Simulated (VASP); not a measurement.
Band structure of Be3Sb2 (space group P-3m1). Computed with PBE GGA, VASP's PBE PAW potentials (set 64) (plane waves; VASP 6.6.1).

Unless said otherwise, spin-orbit coupling is left out, though it shifts the bands of the heavy elements here.

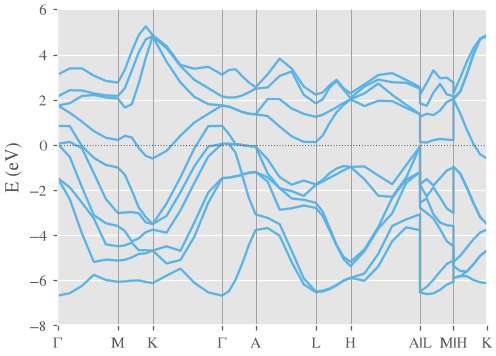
*Bands along high-symmetry lines, zero at the valence-band maximum or, without a gap, the Fermi level*

Task: Read the plot: is there a gap, and where are the band edges?

Result: It has no gap at this level: it comes out as a metal or semimetal.

The structure was generated: Be3Sb2 was put into an ordered model structure, which need not be its known phase. The cell was not relaxed at this level. The k-mesh is coarse (spacing up to 0.36 per Å, 2π included), so the numbers may not be converged in it.
